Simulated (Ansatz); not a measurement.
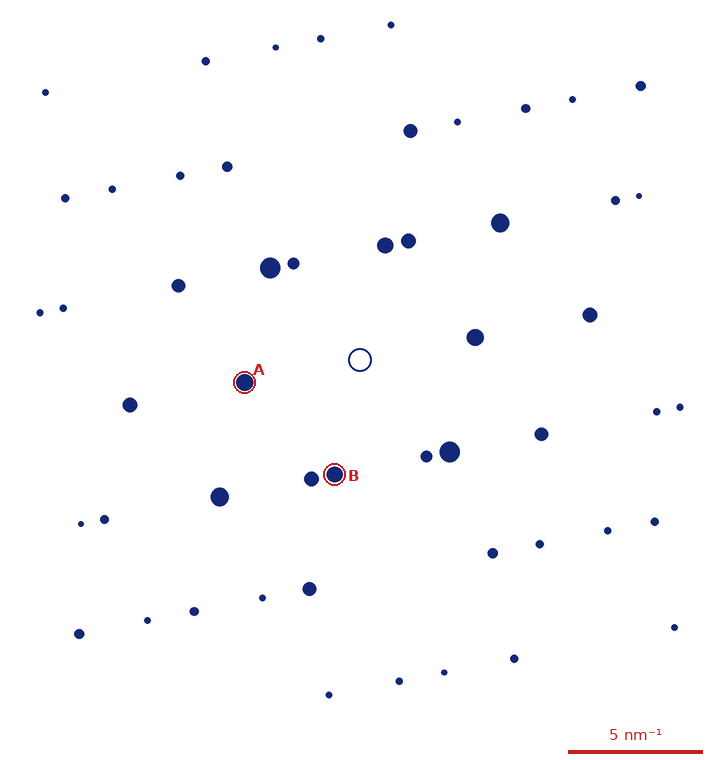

Kinematic zone-axis pattern, calculated for 80 keV electrons with B = 0.8 Å². Two individuals of a reflection twin are superposed (a geometric construction: whether this twin forms is not tested; the second individual is smaller and so fainter). Crystal: Ru, space group P6_3/mmc (No. 194), a = 2.72 Å, c = 8.73 Å (hexagonal axes), zone axis [211]. Structure: the geometry relaxed with DFT, revPBE, plane waves (420 eV) with PAW, scalar-relativistic (Ansatz); the starting structure was generated, so it need not be a known form of this composition.

```cif
data_structure
_symmetry_space_group_name_H-M 'P6_3/mmc'
_symmetry_Int_Tables_number 194
_cell_length_a 2.7196
_cell_length_b 2.7196
_cell_length_c 8.7307
_cell_angle_alpha 90.000
_cell_angle_beta 90.000
_cell_angle_gamma 120.000
_cell_volume 55.92
loop_
_atom_site_label
_atom_site_type_symbol
_atom_site_symmetry_multiplicity
_atom_site_Wyckoff_symbol
_atom_site_fract_x
_atom_site_fract_y
_atom_site_fract_z
_atom_site_occupancy
Ru1 Ru 2 a 0.00000 0.00000 0.00000 1
Ru2 Ru 2 c 0.33333 0.66667 0.25000 1
```

In the first individual spot A is 0 -1 1 and spot B is 1 -1 -1.

### On which plane is the crystal twinned?

(01-1). The spot positions of the combined pattern are mirror-symmetric about the row through 0 1 -1 (d = 2.274 Å), which both individuals share, while a single individual has only symmetry 2mm without that mirror line. Friedel's law adds a mirror line at right angles, along which no low-index reflection lies.

### Which other reflections coincide?

Within the frame only the reflections of the common row coincide.
